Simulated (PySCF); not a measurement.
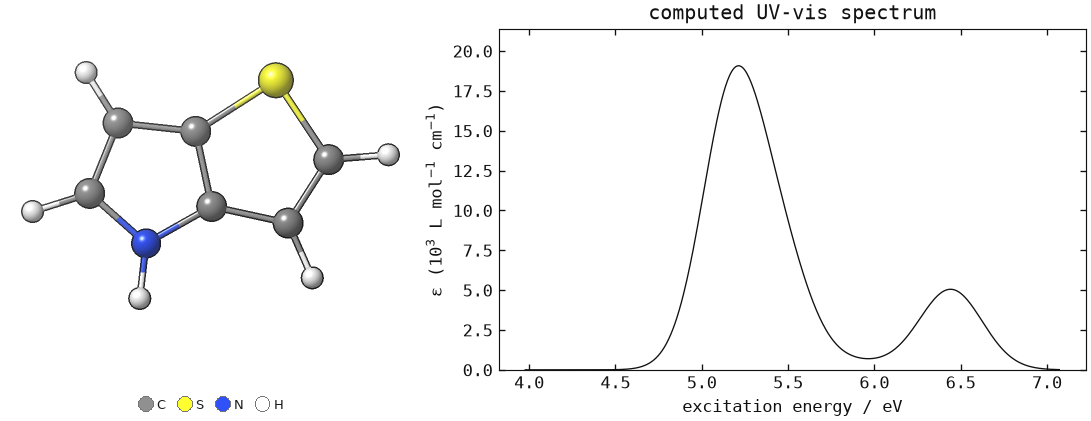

Computed absorption of C₆H₅NS, SMILES c1cc2sccc2[nH]1. Vertical TDDFT excitations, CAM-B3LYP/def2-SVPD in PySCF 2.14.0, at a PBE0-D3(BJ)/def2-SVP geometry (no frequency check), gas phase. Only the first 10 singlet excitations are included; each is broadened by a Gaussian of 1/e half-width 0.25 eV. States within 0.01 eV of each other are merged, with their strengths summed. The highest state may be half of a pair whose partner wasn't computed.

### Does any vertical transition fall in the visible?

No singlet lies below 3.1 eV (beyond 400 nm), so at this level no vertical transition falls in the visible.

### List the transitions behind the spectrum.

```csv
state,E (eV),λ (nm),f,main character
S1,5.18,239,0.262,HOMO → LUMO (94 %)
S2,5.43,228,0.001,HOMO → LUMO+1 (93 %)
S3,5.46,227,0.097,HOMO−1 → LUMO (91 %)
S4,5.71,217,0.000,HOMO−1 → LUMO+1 (61 %)
S5,5.90,210,0.007,HOMO → LUMO+2 (70 %)
S6,6.20,200,0.000,HOMO → LUMO+3 (72 %)
S7,6.28,197,0.006,HOMO−1 → LUMO+2 (60 %)
S8/S9,6.45,192,0.071,HOMO → LUMO+4/LUMO+5
S10,6.57,189,0.004,HOMO−1 → LUMO+3 (81 %)
```

Caveats: core orbitals are frozen in the response.
